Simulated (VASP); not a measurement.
Band structure of BN (hex). Level of theory: PBE GGA with D4 dispersion, VASP's PBE PAW potentials (set 64) (plane waves; VASP).

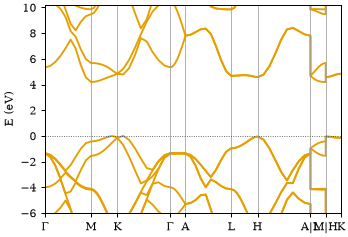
Figure. Bands along high-symmetry lines, zero at the valence-band maximum or, without a gap, the Fermi level

**Question.** Read the plot: is there a gap, and where are the band edges?

**Answer.** The gap is indirect, 4.19 eV, from the valence maximum at K-Γ at 0.11 to the conduction minimum at M. (Edges off the drawn lines would not show.)

The compound is BN in the hex structure. It was relaxed first.
